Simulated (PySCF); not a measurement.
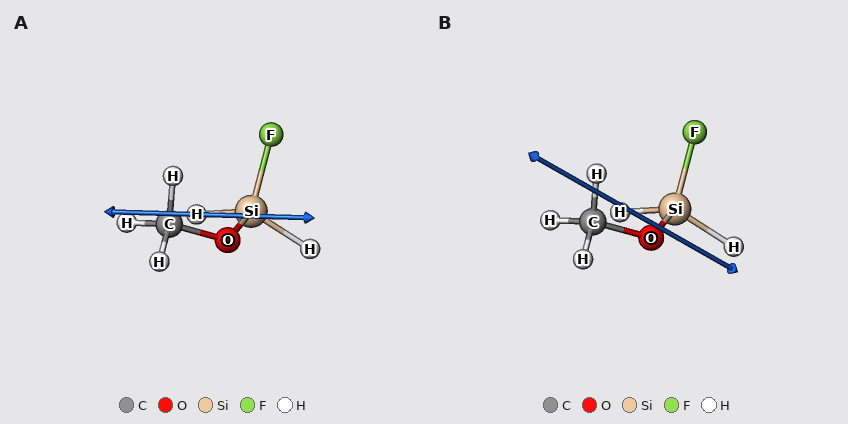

The double arrows show the directions of two transition dipoles from the ground state (lengths mean nothing). The computed structure is the end point of a PBE0-D3(BJ)/def2-SVP optimisation. No frequency run is at hand to confirm it as a minimum. Level of theory: TDDFT BHandHLYP/def2-SVPD, vertical, gas phase, core orbitals frozen in the response (PySCF 2.14.0).

Question. One belongs to singlet state 4 and one to singlet state 7. Which is which?

Answer. A: state 7, 9.72 eV (128 nm), oscillator strength 0.053, of mixed character, with the largest part HOMO−2 → LUMO (weight 0.41).
B: state 4, 9.14 eV (136 nm), oscillator strength 0.049, of mixed character, with the largest part HOMO−1 → LUMO+1 (weight 0.38).
